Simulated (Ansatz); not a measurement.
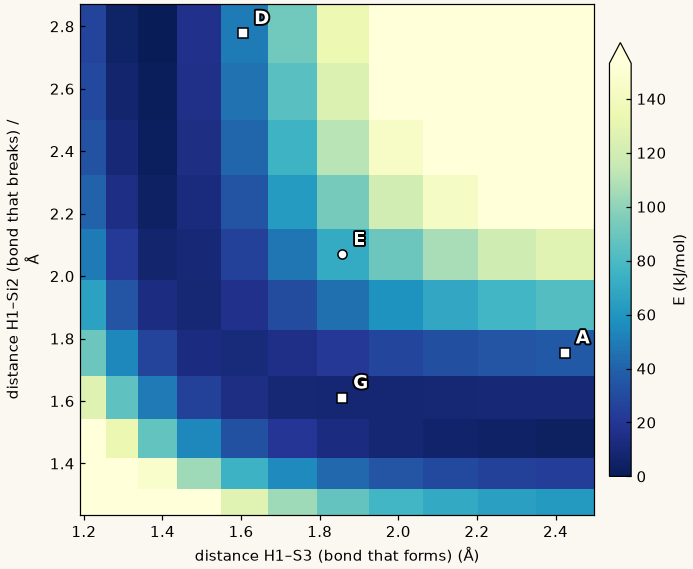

The reacting system H5SSi (fragments H₄Si + HS where the first distance is long, H₂S + H₃Si where the second is long), spin multiplicity 2. First axis: distance H1–S3 (bond that forms). Second axis: distance H1–Si2 (bond that breaks). Relaxed at each point: all other coordinates. Grid: 11 × 11 points. Points are written as (first, second). Energies are in kJ/mol, from the lowest grid point. Energies and slopes of some neighbouring points disagree (a jump in structure or state, or too coarse a mesh). The calculation used UKS r2SCAN-D4/def2-SVP in Ansatz.

Drawn: one coloured cell a grid point, one colour for all values above the top of the scale, lettered points.

Question: Is A the lowest point of the computed grid?

Answer: No. A lies 36 kJ/mol above the lowest grid point, which is at (1.384 Å, 2.778 Å).

Question: Rank the lettered points by energy, lowest first.

Answer: G (8 kJ/mol), A (36 kJ/mol), D (49 kJ/mol), E (70 kJ/mol).
